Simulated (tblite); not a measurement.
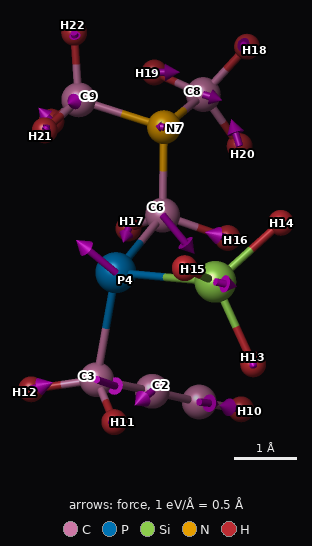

Starting geometry of C₆H₁₄NPSi with the computed forces as purple arrows. A ball-and-stick model, seen from a free direction.

Method: tblite 0.8.0, GFN2-xTB geometry optimisation, gas phase. 

What follows when this structure is relaxed?

Answer. It isn't relaxed: the largest force vector, on the P atom, is 1.86 eV/Å. The final displacements have little in common with the starting forces (cosine between the two patterns 0.07). The atom that moves furthest after the best rigid fit is an H atom (2.33 Å). By element the largest moves are H 2.33 Å, C 0.98 Å, Si 0.84 Å, P 0.57 Å, N 0.40 Å. Near-neighbour distances that change, for instance: C–C 1.478 → 1.439 Å, C–H 1.131 → 1.094 Å, C–H 1.081 → 1.049 Å, P–Si 2.221 → 2.247 Å. Bond angles that change, for instance: Si–P–C 105.3° → 92.7°, C–C–P 106.0° → 114.8°, P–C–N 114.3° → 107.1°. Groups turn about P–Si by about 60°, C–N by about 45°, C–P by about 45°. Over 269 geometry steps the energy falls by 0.919 eV. Cost: 4.8 s on 1 thread of Arm Neoverse N1, on a shared host.
